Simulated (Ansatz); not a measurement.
# Geometry relaxation, with input and output: C4HF5

C4HF5, SMILES FC(F)C#CC(F)(F)F, computed with RKS PBE0-D4/def2-TZVP (Ansatz 0.2.0).

The geometry: PBE-D4/def2-SVP start. Figures and captions count atoms from 1; the log counts them from 0 in places.

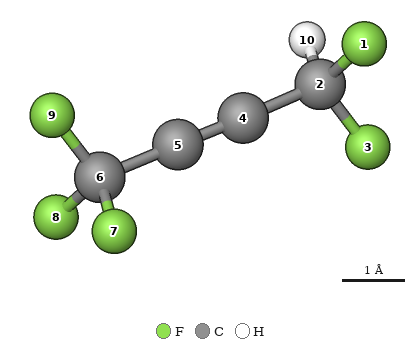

Figure 1. The input geometry (ball-and-stick view, seen at a tilt; atoms are numbered from 1 in the order of the input).

### Input
```yaml
crystal:
  periodic: [false, false, false]
  atoms:
    - {symbol: F, position_ang: [2.823230, -0.320538, 0.436427]}
    - {symbol: C, position_ang: [1.938469, -0.572728, -0.570360]}
    - {symbol: F, position_ang: [1.971670, -1.906003, -0.855326]}
    - {symbol: C, position_ang: [0.580971, -0.177467, -0.161781]}
    - {symbol: C, position_ang: [-0.545498, 0.174695, 0.146027]}
    - {symbol: C, position_ang: [-1.905451, 0.588629, 0.528374]}
    - {symbol: F, position_ang: [-2.324431, -0.078007, 1.623479]}
    - {symbol: F, position_ang: [-2.780190, 0.343355, -0.470281]}
    - {symbol: F, position_ang: [-1.945635, 1.909911, 0.802609]}
    - {symbol: H, position_ang: [2.270065, -0.012847, -1.476268]}
basis:
  gaussian: {orbitals: def2-TZVP}
hamiltonian: {xc: pbe0, dispersion: d4}
relax: {f_tol: 0.005, max_steps: 150}
```

Run as:
```bash
ansatz run in.yaml --threads 4 --pin off --events-out ev --progress --plain --max-ram 11315MiB
```

### The program's output
```
Functional definition: PBE0
  name "PBE0"
  cite "Adamo & Barone, J. Chem. Phys. 110, 6158 (1999) doi:10.1063/1.478522"
  cite "Perdew, Burke & Ernzerhof, Phys. Rev. Lett. 77, 3865 (1996) doi:10.1103/PhysRevLett.77.3865"
  parent pbe
  parameter a = 0.25
  parameter kappa = 0.804
  parameter beta = 0.06672455060314922
  exchange = (1 - a)*pbe_x(kappa = kappa, mu = beta*pi^2/3) + a*exact_x
  correlation = pbe_c(beta = beta)
1544 factors; their error is unknown
mean field evaluation 1: about -17731.2831 eV, gradient 5.5e1 eV
mean field evaluation 2: about -17729.8597 eV, gradient 6.4e1 eV
mean field evaluation 4: about -17736.0291 eV, gradient 5.8e0 eV
mean field evaluation 8: about -17736.1504 eV, gradient 6.2e-1 eV
mean field evaluation 16: about -17736.1509 eV, gradient 2.7e-4 eV
mean field -17736.15086477 eV, -651.7915222854 hartree, gradient 3.5e-5 eV, S^2 0.000000; 0 other end points of the search recorded, 0 dependent functions left out
the calculation of the forces begins
reference -17736.15088703 eV, -651.7915231036 hartree; 35, 35 occupied and 250, 250 virtual orbitals, 1544 factors
relax step   1: F+E_penalty+E_count = -17736.31079048 eV  Δ(F+E_penalty+E_count) = +0.000e0 eV  max|allowed force component| = 1.886e0 eV/Å  Δτ_max = 0.0000 Å  (32 SCF iters, accepted)
these checks for a lower state are left out or cut short: starts, cluster_reference, orbital_swaps, neighbouring_geometries, increment
1544 factors; their error is unknown
mean field -17736.21473820 eV, -651.7938695909 hartree, gradient 8.6e-6 eV, S^2 0.000000; 0 other end points of the search recorded, 0 dependent functions left out
the calculation of the forces begins
reference -17736.21476035 eV, -651.7938704046 hartree; 35, 35 occupied and 250, 250 virtual orbitals, 1544 factors
relax step   2: F+E_penalty+E_count = -17736.37578571 eV  Δ(F+E_penalty+E_count) = -6.500e-2 eV  max|allowed force component| = 3.219e-1 eV/Å  Δτ_max = 0.0233 Å  (36 SCF iters, accepted)
these checks for a lower state are left out or cut short: starts, cluster_reference, orbital_swaps, neighbouring_geometries, increment
1544 factors; their error is unknown
mean field evaluation 32: about -17736.2197 eV, gradient 7.9e-6 eV
mean field -17736.21968478 eV, -651.7940513742 hartree, gradient 8.2e-6 eV, S^2 0.000000; 0 other end points of the search recorded, 0 dependent functions left out
the calculation of the forces begins
reference -17736.21970692 eV, -651.7940521878 hartree; 35, 35 occupied and 250, 250 virtual orbitals, 1544 factors
relax step   3: F+E_penalty+E_count = -17736.38092936 eV  Δ(F+E_penalty+E_count) = -5.144e-3 eV  max|allowed force component| = 4.656e-2 eV/Å  Δτ_max = 0.0081 Å  (35 SCF iters, accepted)
these checks for a lower state are left out or cut short: starts, cluster_reference, orbital_swaps, neighbouring_geometries, increment
1544 factors; their error is unknown
mean field -17736.21974913 eV, -651.7940537392 hartree, gradient 8.2e-6 eV, S^2 0.000000; 0 other end points of the search recorded, 0 dependent functions left out
the calculation of the forces begins
reference -17736.21977128 eV, -651.7940545528 hartree; 35, 35 occupied and 250, 250 virtual orbitals, 1544 factors
relax step   4: F+E_penalty+E_count = -17736.38097547 eV  Δ(F+E_penalty+E_count) = -4.612e-5 eV  max|allowed force component| = 1.822e-2 eV/Å  Δτ_max = 0.0015 Å  (35 SCF iters, accepted)
these checks for a lower state are left out or cut short: starts, cluster_reference, orbital_swaps, neighbouring_geometries, increment
1544 factors; their error is unknown
mean field -17736.21977717 eV, -651.7940547695 hartree, gradient 8.2e-6 eV, S^2 0.000000; 0 other end points of the search recorded, 0 dependent functions left out
the calculation of the forces begins
reference -17736.21979931 eV, -651.7940555832 hartree; 35, 35 occupied and 250, 250 virtual orbitals, 1544 factors
relax step   5: F+E_penalty+E_count = -17736.38099011 eV  Δ(F+E_penalty+E_count) = -1.464e-5 eV  max|allowed force component| = 5.333e-3 eV/Å  Δτ_max = 0.0015 Å  (35 SCF iters, accepted)
these checks for a lower state are left out or cut short: starts, cluster_reference, orbital_swaps, neighbouring_geometries, increment
1544 factors; their error is unknown
mean field -17736.21979200 eV, -651.7940553145 hartree, gradient 8.2e-6 eV, S^2 0.000000; 0 other end points of the search recorded, 0 dependent functions left out
the calculation of the forces begins
reference -17736.21981414 eV, -651.7940561282 hartree; 35, 35 occupied and 250, 250 virtual orbitals, 1544 factors
relax step   6: F+E_penalty+E_count = -17736.38100089 eV  Δ(F+E_penalty+E_count) = -1.078e-5 eV  max|allowed force component| = 1.870e-3 eV/Å  Δτ_max = 0.0031 Å  (35 SCF iters, accepted)
1544 factors; their error is unknown
mean field evaluation 64: about -17735.9777 eV, gradient 1.0e1 eV
```

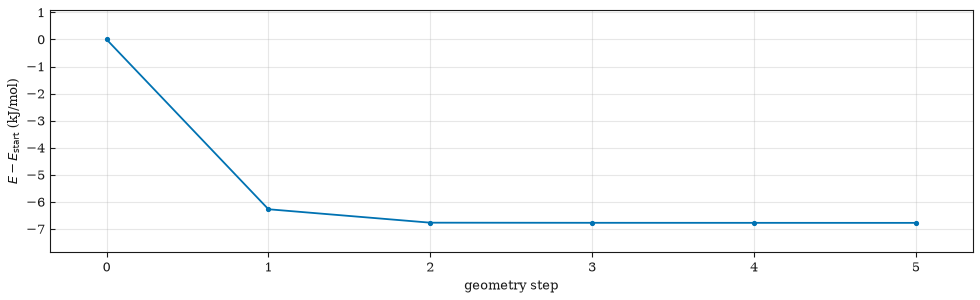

Figure 2. Progress of the relaxation, step by step (the first geometry is step 0 here and step 1 in the log).

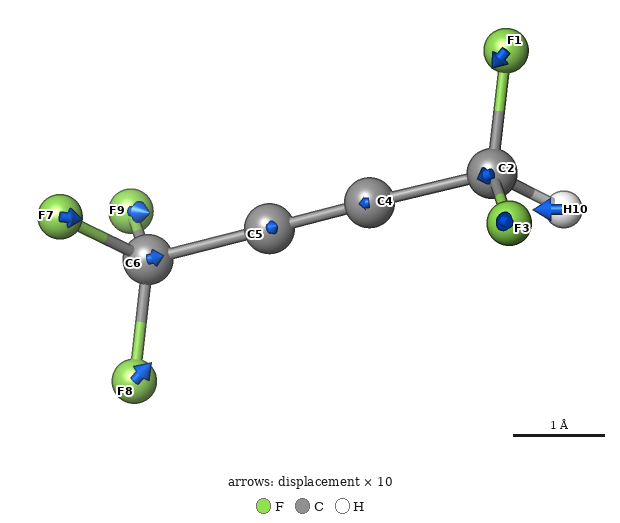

Figure 3. The starting structure with the displacements as blue arrows, magnified 10 times (ball-and-stick view, seen at a tilt). The two geometries are laid on each other by the best rigid fit. Over 5 geometry steps the energy falls by 6.77 kJ/mol. Largest force component: 1.9 eV/Å at the start, 0.0019 eV/Å at the end. H10 moves most after the best rigid fit: 0.035 Å. By element the largest moves are H 0.035 Å, F 0.031 Å, C 0.021 Å. Distances before and after: C4–C5 1.220 → 1.196 Å, C2–H10 1.115 → 1.095 Å, C6–F7 1.349 → 1.332 Å, C2–F3 1.364 → 1.351 Å. (Atoms are counted from 1 in the order of the input.)

```
mean field -17736.21979200 eV, -651.7940553145 hartree, gradient 8.2e-6 eV, S^2 0.000000; 1 other end points of the search recorded, 0 dependent functions left out
the calculation of the forces begins
reference -17736.21981414 eV, -651.7940561282 hartree; 35, 35 occupied and 250, 250 virtual orbitals, 1544 factors
Total energy: -17736.38102303 eV, -651.7999804454 hartree
Atom 0 at     2.798054    -0.319938     0.428316 Å, force     0.000652     0.000335    -0.000683 eV/Å
Atom 1 at     1.919363    -0.564679    -0.567899 Å, force    -0.000943    -0.001066     0.001870 eV/Å
Atom 2 at     1.959920    -1.885552    -0.847370 Å, force     0.000725     0.000198    -0.000788 eV/Å
Atom 3 at     0.569924    -0.178050    -0.155889 Å, force    -0.001431     0.001006    -0.000305 eV/Å
Atom 4 at    -0.534749     0.167794     0.145137 Å, force     0.000411    -0.000333    -0.000017 eV/Å
Atom 5 at    -1.887090     0.583164     0.523041 Å, force     0.000791    -0.000374     0.000038 eV/Å
Atom 6 at    -2.305911    -0.072138     1.604883 Å, force    -0.000090     0.000048     0.000091 eV/Å
Atom 7 at    -2.751619     0.342406    -0.463335 Å, force    -0.000175     0.000197    -0.000187 eV/Å
Atom 8 at    -1.925771     1.888533     0.792916 Å, force     0.000062     0.000062    -0.000175 eV/Å
Atom 9 at     2.241079    -0.012541    -1.456900 Å, force    -0.000001    -0.000073     0.000156 eV/Å
Dipole moment:     0.152568     0.141798    -0.274153 e Å
```

### Trajectory as extended XYZ (Å, eV, eV/Å), 6 frames, from step=1 to step=6
```
10
Properties=species:S:1:pos:R:3:forces:R:3 step=1 energy=-17736.31079
F     2.8232   -0.3205    0.4364   -0.4074  -0.2040  -0.4546
C     1.9385   -0.5727   -0.5704    0.1981   0.0831  -0.2335
F     1.9717   -1.9060   -0.8553    0.0320   0.6048   0.2066
C     0.5810   -0.1775   -0.1618   -1.8861   0.5596   0.5551
C    -0.5455    0.1747    0.1460    1.8595  -0.5820  -0.5117
C    -1.9055    0.5886    0.5284   -0.2887   0.0940   0.0753
F    -2.3244   -0.0780    1.6235    0.2088   0.4424  -0.6811
F    -2.7802    0.3434   -0.4703    0.4980   0.1709   0.6500
F    -1.9456    1.9099    0.8026   -0.0309  -0.8206  -0.1558
H     2.2701   -0.0128   -1.4763   -0.1833  -0.3482   0.5497
10
Properties=species:S:1:pos:R:3:forces:R:3 step=2 energy=-17736.37579
F     2.8001   -0.3194    0.4337   -0.1427  -0.0612  -0.1723
C     1.9213   -0.5647   -0.5692    0.0883  -0.0360  -0.0138
F     1.9566   -1.8912   -0.8469    0.0115   0.2235   0.0596
C     0.5699   -0.1737   -0.1594    0.1618  -0.0480  -0.0470
C    -0.5342    0.1709    0.1429   -0.1566   0.0466   0.0427
C    -1.8877    0.5831    0.5236   -0.2034   0.0655   0.0542
F    -2.3060   -0.0772    1.6105    0.0948   0.1660  -0.2662
F    -2.7582    0.3406   -0.4661    0.2072   0.0623   0.2471
F    -1.9302    1.8944    0.7965    0.0027  -0.3219  -0.0649
H     2.2517   -0.0139   -1.4627   -0.0636  -0.0968   0.1606
10
Properties=species:S:1:pos:R:3:forces:R:3 step=3 energy=-17736.38093
F     2.7957   -0.3201    0.4300   -0.0013  -0.0038  -0.0058
C     1.9189   -0.5640   -0.5684    0.0096  -0.0165   0.0143
F     1.9559   -1.8858   -0.8456    0.0043   0.0059   0.0018
C     0.5698   -0.1743   -0.1590    0.0093  -0.0007  -0.0055
C    -0.5346    0.1706    0.1432    0.0170  -0.0056  -0.0062
C    -1.8861    0.5828    0.5230   -0.0466   0.0167   0.0112
F    -2.3025   -0.0744    1.6049    0.0037   0.0031  -0.0061
F    -2.7521    0.3413   -0.4624    0.0079   0.0010   0.0057
F    -1.9276    1.8880    0.7944    0.0029  -0.0092  -0.0025
H     2.2458   -0.0152   -1.4572   -0.0068   0.0092  -0.0069
10
Properties=species:S:1:pos:R:3:forces:R:3 step=4 energy=-17736.38098
F     2.7966   -0.3203    0.4296   -0.0008  -0.0024  -0.0018
C     1.9192   -0.5645   -0.5681    0.0053  -0.0029   0.0006
F     1.9571   -1.8859   -0.8460    0.0020   0.0022   0.0017
C     0.5700   -0.1749   -0.1586   -0.0041  -0.0015   0.0042
C    -0.5346    0.1703    0.1435    0.0144  -0.0045  -0.0057
C    -1.8867    0.5830    0.5230   -0.0182   0.0072   0.0041
F    -2.3032   -0.0739    1.6049    0.0007   0.0000  -0.0003
F    -2.7522    0.3416   -0.4624    0.0018  -0.0003   0.0001
F    -1.9276    1.8881    0.7941    0.0018  -0.0011  -0.0006
H     2.2445   -0.0146   -1.4571   -0.0028   0.0032  -0.0022
10
Properties=species:S:1:pos:R:3:forces:R:3 step=5 energy=-17736.38099
F     2.7973   -0.3205    0.4291    0.0006   0.0003   0.0005
C     1.9195   -0.5647   -0.5679   -0.0003   0.0036  -0.0038
F     1.9583   -1.8858   -0.8463    0.0003  -0.0007  -0.0003
C     0.5701   -0.1758   -0.1579   -0.0016  -0.0037   0.0053
C    -0.5345    0.1695    0.1439   -0.0011   0.0007  -0.0014
C    -1.8871    0.5832    0.5231    0.0030  -0.0003  -0.0009
F    -2.3040   -0.0734    1.6049   -0.0010  -0.0001   0.0007
F    -2.7522    0.3419   -0.4627   -0.0005  -0.0001  -0.0008
F    -1.9273    1.8883    0.7938    0.0004   0.0009   0.0000
H     2.2432   -0.0138   -1.4570    0.0001  -0.0005   0.0006
10
Properties=species:S:1:pos:R:3:forces:R:3 step=6 energy=-17736.38100
F     2.7981   -0.3199    0.4283    0.0007   0.0003  -0.0007
C     1.9194   -0.5647   -0.5679   -0.0009  -0.0011   0.0019
F     1.9599   -1.8856   -0.8474    0.0007   0.0002  -0.0008
C     0.5699   -0.1781   -0.1559   -0.0014   0.0010  -0.0003
C    -0.5347    0.1678    0.1451    0.0004  -0.0003   0.0000
C    -1.8871    0.5832    0.5230    0.0008  -0.0004   0.0000
F    -2.3059   -0.0721    1.6049   -0.0001   0.0000   0.0001
F    -2.7516    0.3424   -0.4633   -0.0002   0.0002  -0.0002
F    -1.9258    1.8885    0.7929    0.0001   0.0001  -0.0002
H     2.2411   -0.0125   -1.4569    0.0000  -0.0001   0.0002
```

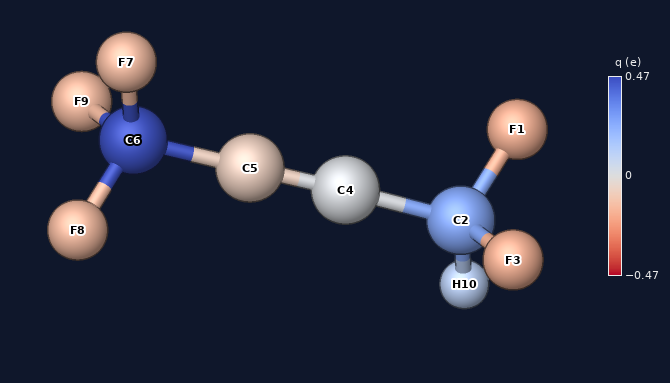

Figure 4. Mulliken charges, as the colour of each atom (ball-and-stick view, seen at a tilt; atoms are numbered from 1 in the order of the input; Mulliken charges depend strongly on the basis). By element: F −0.16 to −0.14, C −0.07 to +0.45 and H +0.10 e.

### Key numbers

```json
{"quantity": "outcome", "value": "converged"}
{"quantity": "total energy", "value": "−17736.3810 eV"}
{"quantity": "mean-field energy", "value": "−17736.2198 eV"}
{"quantity": "dispersion energy", "value": "−0.1612 eV"}
{"quantity": "SCF solution under orbital rotations", "value": "stable"}
{"quantity": "largest force (length of the vector) at the end", "value": "0.002 eV/Å"}
{"quantity": "dipole moment", "value": "1.65 D"}
{"quantity": "hardware", "value": "4 threads of Arm Neoverse V1, 23 GiB of memory available, shared host"}
{"quantity": "wall time", "value": "56 s (CPU time 3.4 min)"}
{"quantity": "peak memory", "value": "0.88 GiB"}
```
